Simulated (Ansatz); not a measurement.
# GeAsH2 (quartet): wave-function methods side by side, cc-pVTZ

Aim: climb from Hartree-Fock through coupled cluster and multireference methods for GeAsH2 (quartet) at one geometry and basis, and see what each rung misses.

Program: Ansatz 0.2.0, Gaussian basis. Level of theory: cc-pVTZ, core rule «outside noble gas», up to 28 orbitals frozen. These are calculated values, not measurements.

Plan: UHF; CCSD(T) on ROHF; CCSD(T) on UHF; BCCD(T) on ROHF; CCSDT(Q) on ROHF; CCSDT(Q) on UHF; CASSCF and MRCISD+Q, 11 electrons in 10 orbitals; CASSCF and NEVPT2, 11 electrons in 10 orbitals.

5 further runs of the same task are left out: 5 set aside as unsound or not needed.

## (1) What is computed

The geometry is a PBE0/def2-TZVP stationary point (not a proven minimum) of the parent state, kept for this charge and spin. No spin-orbit coupling is included. The filled d shell of Ge, As may be among the frozen orbitals whatever the setting's name suggests; the logs give the count.

4 atoms, charge 0, spin multiplicity 4.

Atoms are counted from 1 here; the program's logs count them from 0.

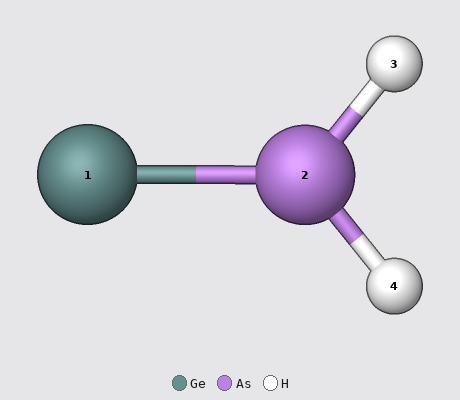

The structure; germanium teal, arsenic purple, hydrogen white; atoms are numbered from 1 in the order of the file.

In the tables R marks a restricted open-shell determinant and U an unrestricted one; 'valence' is the active space of 11 electrons in 10 orbitals; energies count from the table's Hartree-Fock row.

## (2) UHF

Contents of in.yaml:

```yaml
crystal:
  periodic: [false, false, false]
  atoms:
    - {symbol: Ge, position_ang: [0.000000, 0.000000, 1.190725]}
    - {symbol: As, position_ang: [0.000000, 0.000000, -1.099578]}
    - {symbol: H, position_ang: [0.000000, 1.174203, -2.039879]}
    - {symbol: H, position_ang: [0.000000, -1.174203, -2.039879]}
basis:
  gaussian: {orbitals: cc-pVTZ}
magnetization: {spin_polarized: true, initial_magnetization: 3}
hamiltonian: {xc: hf}
output: {orbitals: {seedname: orbitals}}
```

The run is started by

```sh
> ansatz run in.yaml --threads 1 --pin off --events-out ev --progress --plain --max-ram 4096MiB --backend cpu
```

What it wrote:

```text
Functional definition: HF
  name "HF"
  cite "Fock, Z. Phys. 61, 126 (1930) doi:10.1007/BF01340294"
  parent pbe
  exchange = exact_x
  correlation = 0
720 factors; integrals over basis functions are off by at most 1.3e-3 eV
mean field evaluation 1: about -117299.4857 eV, gradient 9.2e0 eV
mean field evaluation 2: about -117299.4875 eV, gradient 9.2e0 eV
mean field evaluation 4: about -117300.4826 eV, gradient 1.9e0 eV
mean field evaluation 8: about -117300.5327 eV, gradient 1.3e-1 eV
mean field evaluation 16: about -117298.9166 eV, gradient 6.5e0 eV
mean field evaluation 32: about -117295.3952 eV, gradient 8.3e0 eV
mean field -117300.53333323 eV, -4310.7150908392 hartree, gradient 1.7e-5 eV, S^2 3.801881; 2 other end points of the search recorded, 0 dependent functions left out
reference -117300.53333323 eV, -4310.7150908392 hartree; 35, 32 occupied and 79, 82 virtual orbitals, 720 factors
Total energy: -117300.53333323 eV, -4310.7150908392 hartree
```

Wall time 7.5 s (1 thread of AMD EPYC 7R13, shared host); peak memory 0.28 GiB.

From the report: ⟨S²⟩ of the determinant 3.802 (pure quartet: 3.75).

## (3) CCSD(T) on ROHF

in.yaml, as its differences from that of step 2:

```diff
@@ -9,4 +9,3 @@
   gaussian: {orbitals: cc-pVTZ}
-magnetization: {spin_polarized: true, initial_magnetization: 3}
-hamiltonian: {xc: hf}
-output: {orbitals: {seedname: orbitals}}
+magnetization: {spin_polarized: false, initial_magnetization: 3}
+correlation: {method: ccsd_t, electrons: outside_noble_gas}
```

The run is started by

```sh
> ansatz run in.yaml --threads 2 --pin off --events-out ev --progress --plain --max-ram 24576MiB --backend cuda --devices 0, --max-vram 18GiB
```

What it wrote, shortened:

```text
Functional definition: HF
  name "HF"
  cite "Fock, Z. Phys. 61, 126 (1930) doi:10.1007/BF01340294"
  parent pbe
[...]
720 factors; integrals over basis functions are off by at most 1.3e-3 eV
[...]
mean field -117300.26917124 eV, -4310.7053830648 hartree, gradient 3.5e-6 eV, S^2 3.750000; 10 other end points of the search recorded, 0 dependent functions left out
[...]
determinant -117300.26917124 eV, -4310.7053830648 hartree, with singles and doubles -117306.79760208 eV, -4310.9452984731 hartree
determinant -117299.27133310 eV, -4310.6687131897 hartree, with singles and doubles -117305.57245810 eV, -4310.9002752623 hartree
determinant -117298.08813717 eV, -4310.6252315411 hartree, with singles and doubles -117304.82948640 eV, -4310.8729715561 hartree
determinant -117297.21470869 eV, -4310.5931336365 hartree, with singles and doubles -117303.91580650 eV, -4310.8393944388 hartree
determinant -117296.65116781 eV, -4310.5724238913 hartree, with singles and doubles -117303.53102398 eV, -4310.8252539421 hartree
28 core orbitals not correlated: weight in the atoms' cores, before any rotation towards them, 0.999 or more for the frozen orbitals, at most 0.000 for the correlated occupied ones
reference -117300.26917124 eV, -4310.7053830648 hartree; 7, 4 occupied and 79, 82 virtual orbitals, 720 factors
second order -5.42119745 eV of doubles, -0.12633332 eV of singles
cycle   1  -6.42163277 eV  change   -4.3e-1 eV  update   1.9e-2
[...]
cycle   8  -6.43331137 eV  change   -3.9e-6 eV  update   1.2e-5
perturbative correction -0.26004424 eV, -0.0095564494 hartree
Total energy: -117306.96252684 eV, -4310.9513593463 hartree
```

Run time: 9 s. Hardware: 1 × H100 (card shared with other runs) with 2 threads of AMD EPYC 7R13, shared host; peak host memory 0.81 GiB.

From the report: correlation -6.6934 eV; T1 0.020; largest double amplitude 0.04.

## (4) CCSD(T) on UHF

in.yaml, as its differences from that of step 3:

```diff
@@ -9,3 +9,3 @@
   gaussian: {orbitals: cc-pVTZ}
-magnetization: {spin_polarized: false, initial_magnetization: 3}
+magnetization: {spin_polarized: true, initial_magnetization: 3}
 correlation: {method: ccsd_t, electrons: outside_noble_gas}
```

Same command.

What it wrote, shortened:

```text
Functional definition: HF
  name "HF"
  cite "Fock, Z. Phys. 61, 126 (1930) doi:10.1007/BF01340294"
  parent pbe
[...]
720 factors; integrals over basis functions are off by at most 1.3e-3 eV
[...]
mean field -117300.53333323 eV, -4310.7150908391 hartree, gradient 1.5e-6 eV, S^2 3.801881; 8 other end points of the search recorded, 0 dependent functions left out
determinant -117300.53333323 eV, -4310.7150908391 hartree, with singles and doubles -117306.79952635 eV, -4310.9453691889 hartree
determinant -117299.36375723 eV, -4310.6721097139 hartree, with singles and doubles -117305.59830996 eV, -4310.9012253008 hartree
determinant -117298.33752088 eV, -4310.6343962235 hartree, with singles and doubles -117304.83286669 eV, -4310.8730957793 hartree
determinant -117297.48626811 eV, -4310.6031132612 hartree, with singles and doubles -117303.92084847 eV, -4310.8395797279 hartree
determinant -117296.93019703 eV, -4310.5826780259 hartree, with singles and doubles -117303.47009163 eV, -4310.8230147197 hartree
28 core orbitals not correlated: weight in the atoms' cores, before any rotation towards them, 0.999 or more for the frozen orbitals, at most 0.000 for the correlated occupied ones
reference -117300.53333323 eV, -4310.7150908391 hartree; 7, 4 occupied and 79, 82 virtual orbitals, 720 factors
second order -5.21668190 eV of doubles, -0.00000000 eV of singles
cycle   1  -6.17161875 eV  change   -4.4e-1 eV  update   2.2e-2
[...]
cycle   9  -6.18766558 eV  change    3.0e-6 eV  update   8.5e-6
perturbative correction -0.25140709 eV, -0.0092390401 hartree
Total energy: -117306.97240590 eV, -4310.9517223950 hartree
```

It took 10 s on 1 × H100 (card shared with other runs) with 2 threads of AMD EPYC 7R13, shared host; peak host memory 0.81 GiB.

From the report: ⟨S²⟩ of the determinant 3.802 (pure quartet: 3.75); correlation -6.4391 eV; T1 0.021; largest double amplitude 0.04.

## (5) BCCD(T) on ROHF

in.yaml, as its differences from that of step 4:

```diff
@@ -9,3 +9,3 @@
   gaussian: {orbitals: cc-pVTZ}
-magnetization: {spin_polarized: true, initial_magnetization: 3}
-correlation: {method: ccsd_t, electrons: outside_noble_gas}
+magnetization: {spin_polarized: false, initial_magnetization: 3}
+correlation: {method: bccd_t, electrons: outside_noble_gas}
```

Same command.

What it wrote, shortened:

```text
Functional definition: HF
  name "HF"
  cite "Fock, Z. Phys. 61, 126 (1930) doi:10.1007/BF01340294"
  parent pbe
[...]
720 factors; integrals over basis functions are off by at most 1.3e-3 eV
[...]
mean field -117300.26917124 eV, -4310.7053830648 hartree, gradient 3.5e-6 eV, S^2 3.750000; 10 other end points of the search recorded, 0 dependent functions left out
[...]
determinant -117300.26917124 eV, -4310.7053830648 hartree, with singles and doubles -117306.79760208 eV, -4310.9452984731 hartree
determinant -117299.27133310 eV, -4310.6687131897 hartree, with singles and doubles -117305.57245810 eV, -4310.9002752623 hartree
determinant -117298.08813717 eV, -4310.6252315411 hartree, with singles and doubles -117304.82948640 eV, -4310.8729715561 hartree
determinant -117297.21470869 eV, -4310.5931336365 hartree, with singles and doubles -117303.91580650 eV, -4310.8393944388 hartree
determinant -117296.65116781 eV, -4310.5724238913 hartree, with singles and doubles -117303.53102398 eV, -4310.8252539421 hartree
28 core orbitals not correlated: weight in the atoms' cores, before any rotation towards them, 0.999 or more for the frozen orbitals, at most 0.000 for the correlated occupied ones
reference -117300.26917124 eV, -4310.7053830648 hartree; 7, 4 occupied and 79, 82 virtual orbitals, 720 factors
second order -5.42119745 eV of doubles, -0.12633332 eV of singles
cycle   1  -6.42430015 eV  change   -4.4e-1 eV  update   2.0e-2
[...]
cycle   9  -6.43147120 eV  change    6.0e-6 eV  update   7.7e-6
perturbative correction -0.26179984 eV, -0.0096209668 hartree
Total energy: -117306.96244228 eV, -4310.9513562388 hartree
```

It took 7.5 s on 1 × H100 (card shared with other runs) with 2 threads of AMD EPYC 7R13, shared host; peak host memory 0.82 GiB.

From the report: correlation -6.6933 eV; largest double amplitude 0.04.

## (6) CCSDT(Q) on ROHF

in.yaml, as its differences from that of step 5:

```diff
@@ -10,2 +10,2 @@
 magnetization: {spin_polarized: false, initial_magnetization: 3}
-correlation: {method: bccd_t, electrons: outside_noble_gas}
+correlation: {method: ccsdt_q, electrons: outside_noble_gas}
```

Same command.

What it wrote, shortened:

```text
Functional definition: HF
  name "HF"
  cite "Fock, Z. Phys. 61, 126 (1930) doi:10.1007/BF01340294"
  parent pbe
[...]
1315 factors; integrals over basis functions are off by at most 1.9e-7 eV
[...]
mean field -117300.26921519 eV, -4310.7053846802 hartree, gradient 5.9e-6 eV, S^2 3.750000; 10 other end points of the search recorded, 0 dependent functions left out
[...]
determinant -117300.26921519 eV, -4310.7053846802 hartree, with singles and doubles -117306.79765998 eV, -4310.9453006008 hartree
determinant -117299.27137960 eV, -4310.6687148984 hartree, with singles and doubles -117305.57253183 eV, -4310.9002779719 hartree
determinant -117298.08821137 eV, -4310.6252342680 hartree, with singles and doubles -117304.82956006 eV, -4310.8729742628 hartree
determinant -117297.21479317 eV, -4310.5931367410 hartree, with singles and doubles -117303.91588762 eV, -4310.8393974199 hartree
determinant -117296.65122879 eV, -4310.5724261322 hartree, with singles and doubles -117303.53109494 eV, -4310.8252565498 hartree
28 core orbitals not correlated: weight in the atoms' cores, before any rotation towards them, 0.999 or more for the frozen orbitals, at most 0.000 for the correlated occupied ones
reference -117300.26921519 eV, -4310.7053846802 hartree; 7, 4 occupied and 79, 82 virtual orbitals, 1315 factors
second order -5.42121906 eV of doubles, -0.12633257 eV of singles
cycle   1  -6.19599632 eV  change   -6.5e-1 eV  update   8.1e-2
[...]
cycle  17  -6.73207863 eV  change    3.6e-8 eV  update   1.2e-6
perturbative correction -0.01185459 eV, -0.0004356480 hartree
Total energy: -117307.01314841 eV, -4310.9532196546 hartree
```

It took 24 s on 1 × H100 (card shared with other runs) with 2 threads of AMD EPYC 7R13, shared host; peak host memory 1.2 GiB.

From the report: correlation -6.7439 eV; T1 0.021; largest double amplitude 0.05.

## (7) CCSDT(Q) on UHF

in.yaml, as its differences from that of step 6:

```diff
@@ -9,3 +9,3 @@
   gaussian: {orbitals: cc-pVTZ}
-magnetization: {spin_polarized: false, initial_magnetization: 3}
+magnetization: {spin_polarized: true, initial_magnetization: 3}
 correlation: {method: ccsdt_q, electrons: outside_noble_gas}
```

Launched as before.

What it wrote, shortened:

```text
Functional definition: HF
  name "HF"
  cite "Fock, Z. Phys. 61, 126 (1930) doi:10.1007/BF01340294"
  parent pbe
[...]
1315 factors; integrals over basis functions are off by at most 1.9e-7 eV
[...]
mean field -117300.53337653 eV, -4310.7150924303 hartree, gradient 2.0e-6 eV, S^2 3.801882; 8 other end points of the search recorded, 0 dependent functions left out
determinant -117300.53337653 eV, -4310.7150924303 hartree, with singles and doubles -117306.79958329 eV, -4310.9453712814 hartree
determinant -117299.36380461 eV, -4310.6721114549 hartree, with singles and doubles -117305.59838224 eV, -4310.9012279571 hartree
determinant -117298.33759387 eV, -4310.6343989060 hartree, with singles and doubles -117304.83294174 eV, -4310.8730985376 hartree
determinant -117297.48635023 eV, -4310.6031162790 hartree, with singles and doubles -117303.92097430 eV, -4310.8395843520 hartree
determinant -117296.93024439 eV, -4310.5826797663 hartree, with singles and doubles -117303.47015409 eV, -4310.8230170151 hartree
28 core orbitals not correlated: weight in the atoms' cores, before any rotation towards them, 0.999 or more for the frozen orbitals, at most 0.000 for the correlated occupied ones
reference -117300.53337653 eV, -4310.7150924303 hartree; 7, 4 occupied and 79, 82 virtual orbitals, 1315 factors
second order -5.21670149 eV of doubles, -0.00000000 eV of singles
cycle   1  -5.89330591 eV  change   -6.8e-1 eV  update   8.6e-2
[...]
cycle  18  -6.48054572 eV  change    1.1e-8 eV  update   1.4e-6
perturbative correction -0.01172143 eV, -0.0004307545 hartree
Total energy: -117307.02564368 eV, -4310.9536788474 hartree
```

Wall time 24 s (1 × H100 (card shared with other runs) with 2 threads of AMD EPYC 7R13, shared host); peak host memory 1.1 GiB.

From the report: ⟨S²⟩ of the determinant 3.802 (pure quartet: 3.75); correlation -6.4923 eV; T1 0.022; largest double amplitude 0.05.

## (8) CASSCF and MRCISD+Q, 11 electrons in 10 orbitals

in.yaml, as its differences from that of step 7:

```diff
@@ -9,3 +9,3 @@
   gaussian: {orbitals: cc-pVTZ}
-magnetization: {spin_polarized: true, initial_magnetization: 3}
-correlation: {method: ccsdt_q, electrons: outside_noble_gas}
+magnetization: {spin_polarized: false, initial_magnetization: 3}
+correlation: {method: fic_mrcisd_q, electrons: outside_noble_gas, active_space: {window: {electrons: 11, orbitals: 10}, shells: [{species: As, l: s, shell: 4}, {species: As, l: p, shell: 4}, {species: Ge, l: s, shell: 4}, {species: Ge, l: p, shell: 4}, {species: H, l: s, shell: 1}]}}
```

Launched as before.

What it wrote, shortened:

```text
Functional definition: HF
  name "HF"
  cite "Fock, Z. Phys. 61, 126 (1930) doi:10.1007/BF01340294"
  parent pbe
[...]
1315 factors; integrals over basis functions are off by at most 1.9e-7 eV
[...]
mean field -117300.26921519 eV, -4310.7053846802 hartree, gradient 5.9e-6 eV, S^2 3.750000; 8 other end points of the search recorded, 0 dependent functions left out
reference -117300.26921519 eV, -4310.7053846802 hartree; 35, 32 occupied and 79, 82 virtual orbitals, 1315 factors
state -117301.72822766 eV, -4310.7590023993 hartree
contracted CI cycle   1: correlation 0.00000000 eV, 0.0000000000 hartree, residual 1.77e1 eV
contracted CI cycle   2: correlation -4.56436757 eV, -0.1677374144 hartree, residual 3.33e0 eV
contracted CI cycle   3: correlation -4.73051637 eV, -0.1738432703 hartree, residual 7.37e-1 eV
contracted CI cycle   4: correlation -4.73809024 eV, -0.1741216049 hartree, residual 1.85e-1 eV
contracted CI cycle   5: correlation -4.73854593 eV, -0.1741383511 hartree, residual 4.76e-2 eV
contracted CI cycle   6: correlation -4.73857595 eV, -0.1741394542 hartree, residual 1.26e-2 eV
contracted CI cycle   7: correlation -4.73857804 eV, -0.1741395311 hartree, residual 3.40e-3 eV
contracted CI cycle   8: correlation -4.73857820 eV, -0.1741395368 hartree, residual 9.45e-4 eV
state -117301.72822766 eV, -4310.7590023993 hartree; corrected -117306.91374254 eV, -4310.9495665564 hartree
Total energy: -117306.91374254 eV, -4310.9495665564 hartree
Checks for a lower state left out: starts, orbital_swaps
```

Wall time 9.5 s (1 × H100 (card shared with other runs) with 2 threads of AMD EPYC 7R13, shared host); peak host memory 0.93 GiB.

From the report: 6,300 determinants; active occupations 1.99, 1.98, 1.97, 1.96, 1.00, 1.00, 1.00, 0.05, 0.03, 0.02.

## (9) CASSCF and NEVPT2, 11 electrons in 10 orbitals

Contents of in.yaml:

```yaml
crystal:
  periodic: [false, false, false]
  atoms:
    - {symbol: Ge, position_ang: [0.000000, 0.000000, 1.190725]}
    - {symbol: As, position_ang: [0.000000, 0.000000, -1.099578]}
    - {symbol: H, position_ang: [0.000000, 1.174203, -2.039879]}
    - {symbol: H, position_ang: [0.000000, -1.174203, -2.039879]}
basis:
  gaussian: {orbitals: cc-pVTZ}
magnetization: {spin_polarized: false, initial_magnetization: 3}
correlation: {method: sc_nevpt2, electrons: outside_noble_gas, active_space: {window: {electrons: 11, orbitals: 10}, shells: [{species: As, l: s, shell: 4}, {species: As, l: p, shell: 4}, {species: Ge, l: s, shell: 4}, {species: Ge, l: p, shell: 4}, {species: H, l: s, shell: 1}]}}
```

Same command.

What it wrote, shortened:

```text
Functional definition: HF
  name "HF"
  cite "Fock, Z. Phys. 61, 126 (1930) doi:10.1007/BF01340294"
  parent pbe
[...]
1315 factors; integrals over basis functions are off by at most 1.9e-7 eV
[...]
mean field -117300.26921519 eV, -4310.7053846802 hartree, gradient 5.9e-6 eV, S^2 3.750000; 8 other end points of the search recorded, 0 dependent functions left out
reference -117300.26921519 eV, -4310.7053846802 hartree; 35, 32 occupied and 79, 82 virtual orbitals, 1315 factors
state -117301.72822766 eV, -4310.7590023993 hartree
state -117301.72822766 eV, -4310.7590023993 hartree; corrected -117305.74913935 eV, -4310.9067681786 hartree
Total energy: -117305.74913935 eV, -4310.9067681786 hartree
Checks for a lower state left out: starts, orbital_swaps
```

Run time: 8 s. Hardware: 1 × H100 (card shared with other runs) with 2 threads of AMD EPYC 7R13, shared host; peak host memory 0.88 GiB.

From the report: 6,300 determinants; active occupations 1.99, 1.98, 1.97, 1.96, 1.00, 1.00, 1.00, 0.05, 0.03, 0.02.

## (10) Natural occupations

Natural occupations of the CASSCF valence state about the gap (report; correlated orbitals 1 to 10): 1.992, 1.978, 1.969, 1.961, 1.003, 1.000, 0.998, 0.048, 0.027, 0.025. The count of effectively unpaired electrons, Σ n²(2 − n)², is 3.03; a single determinant of this spin has 3.

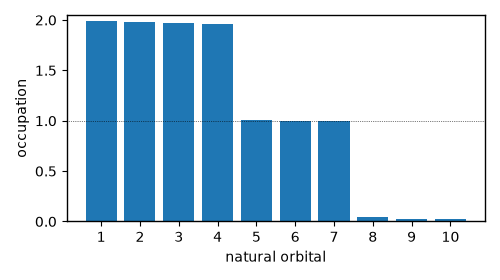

Natural occupations of the CASSCF valence state.

## (11) The ladder

The yardstick is UCCSDT(Q), where the cluster series has nearly closed. Rows without a time come out of other runs: HF, MP2 and CCSD of CCSD(T), CCSDT of CCSDT(Q), CASSCF and MRCISD of the multireference runs.

```
          method  energy from the lowest ROHF (kJ/mol)  from UCCSDT(Q) (kJ/mol)   time
             ROHF                                  0.0                   +651.9       
             UHF                                -25.5                   +626.4       
            RMP2                               -535.3                   +116.6       
            UMP2                               -528.8                   +123.1       
           RCCSD                               -620.7                    +31.2       
           UCCSD                               -622.5                    +29.4       
        RCCSD(T)                               -645.8                     +6.1    9 s
        UCCSD(T)                               -646.8                     +5.1   10 s
         BCCD(T)                               -645.8                     +6.1  7.5 s
          RCCSDT                               -649.6                     +2.3       
          UCCSDT                               -650.8                     +1.1       
       RCCSDT(Q)                               -650.7                     +1.2   24 s
       UCCSDT(Q)                               -651.9                        0   24 s
  CASSCF valence                               -140.8                   +511.1       
  NEVPT2 valence                               -528.7                   +123.2    8 s
  MRCISD valence                               -598.0                    +53.9       
MRCISD+Q valence                               -641.1                    +10.8  9.5 s
```

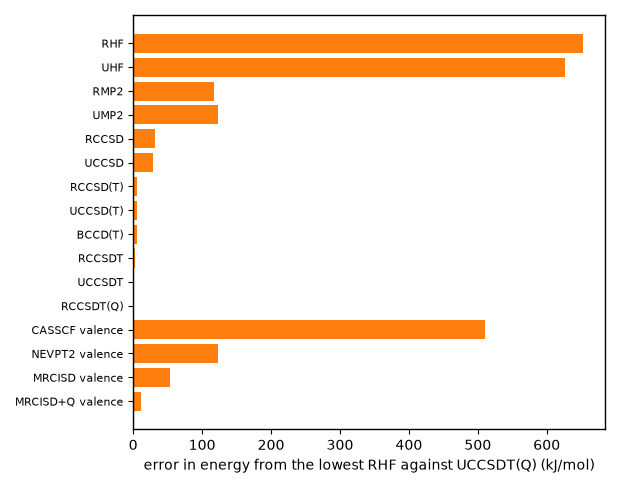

Error of each method against UCCSDT(Q).

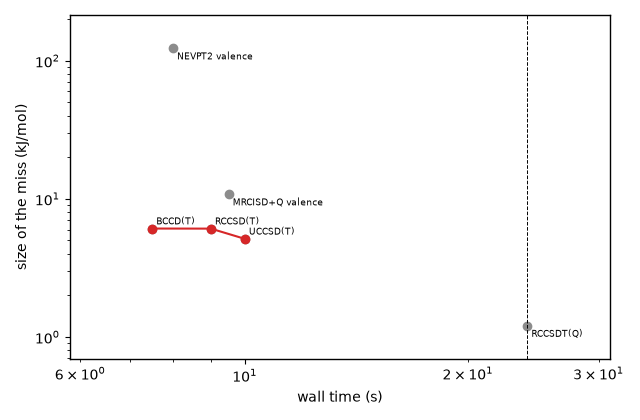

Miss against cost. Red marks the levels that no quicker level drawn beats (of those quicker than the yardstick), and the dashed line is the time of UCCSDT(Q). Times are from a shared host.

## (12) What came out

| quantity | value |
| --- | --- |
| UCCSDT(Q) from the ROHF energy | -6.7565 eV |
| RMP2 from UCCSDT(Q) | +116.6 kJ/mol |
| UMP2 from UCCSDT(Q) | +123.1 kJ/mol |
| RCCSD from UCCSDT(Q) | +31.2 kJ/mol |
| RCCSD(T) from UCCSDT(Q) | +6.1 kJ/mol |
| UCCSD(T) from UCCSDT(Q) | +5.1 kJ/mol |
| RCCSDT(Q) from UCCSDT(Q) | +1.2 kJ/mol |
| NEVPT2 valence from UCCSDT(Q) | +123.2 kJ/mol |
| MRCISD+Q valence from UCCSDT(Q) | +10.8 kJ/mol |
| levels within 1 kcal/mol (43 meV) | RCCSDT, UCCSDT, RCCSDT(Q) |
| T1 diagnostic | 0.020 |
| effectively unpaired electrons | 3.03 |

In words: RCCSD(T) lands +6.1 kJ/mol from the yardstick (0.9 % of the correlation energy). One determinant dominates. Of the multireference levels listed MRCISD+Q valence comes nearest in total energy (+10.8 kJ/mol), which doesn't show that its space is the better one. These misses are within one basis, not against nature; the frozen cores of restricted and unrestricted runs differ, which can shift their rows.

UCCSD(T) reaches 5.1 kJ/mol from the reference in 10 s, where UCCSDT(Q) took 24 s; the quickest level in the cost chart, BCCD(T), takes 7.5 s and misses by 6.1 kJ/mol.
